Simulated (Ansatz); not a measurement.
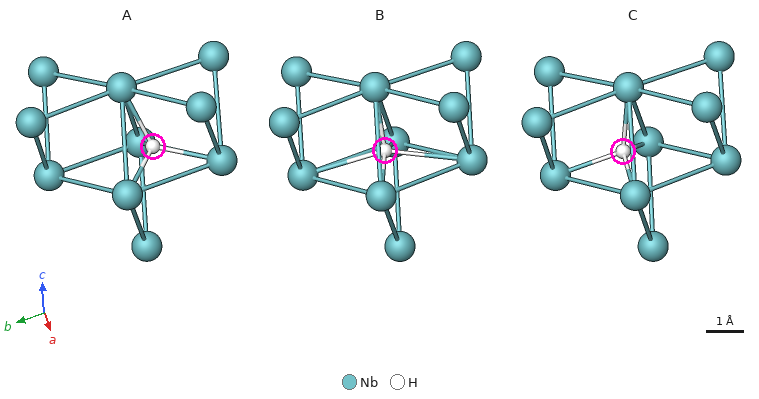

3 geometries from a converged minimum-energy path of a defect cell of composition Nb₆₄H (65 atoms in the cell), shuffled. A ball-and-stick model of the atoms within 3.6 Å of the middle of the path, seen from a free direction. The moving atom is ringed, with any periodic copies. Bonds to atoms that aren't drawn are left out.

Level of theory: Ansatz 0.2.0, DFT PBE, scalar-relativistic, plane waves, PAW. Settings: plane-wave cutoff 420 eV; k-point mesh 3 × 3 × 3; Gaussian smearing 0.1 eV; 5 movable images; climbing image.

Q: Which of them lies highest in energy?

A: B. In order along the path, whose images run from 0 to 6: C (image 1, +0.037 eV), B (image 3, +0.167 eV), A (image 6, 0.000 eV). The H atom travels furthest, 1.17 Å from end to end, along [−1 −2 −1], on a straight line. At the highest image its nearest neighbour (Nb) is 1.86 Å away, against 1.92 Å at the start, and the surrounding atoms stand up to 0.06 Å off the mean of their end positions.
